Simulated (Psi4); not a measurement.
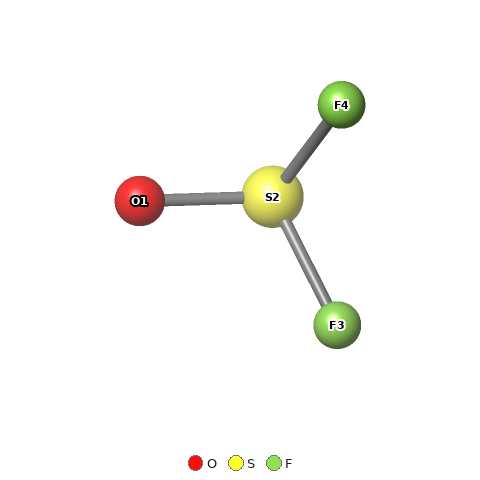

Structure of SOF₂, SMILES O=S(F)F.

Unscaled harmonic wavenumbers and double-harmonic intensities, CAM-B3LYP/pcseg-1, Psi4 1.11, at a geometry relaxed at this level, isolated molecule. Lorentzian lines of 24 cm⁻¹ full width. Close modes add up in the curve.

Q: Which lines are the most intense, and is the structure a minimum?

A: The most intense lines lie at 758.7 cm⁻¹ (210.4 km/mol), 797.6 cm⁻¹ (187.5 km/mol) and 1333.2 cm⁻¹ (186.8 km/mol). It has no imaginary mode, so it is a minimum.

| cm⁻¹ | km/mol |
| --- | --- |
| 322.7 | 6.5 |
| 332.0 | 4.6 |
| 494.8 | 29.5 |
| 758.7 | 210.4 |
| 797.6 | 187.5 |
| 1333.2 | 186.8 |

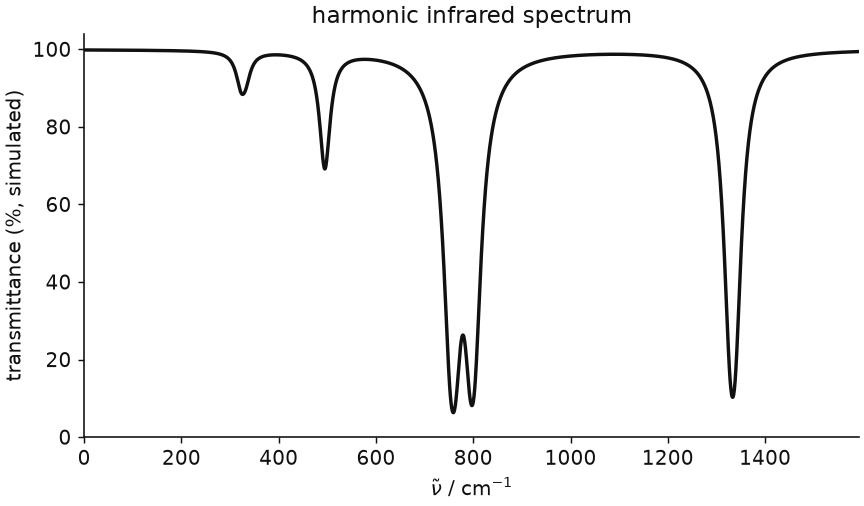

Caveats: double-zeta basis.
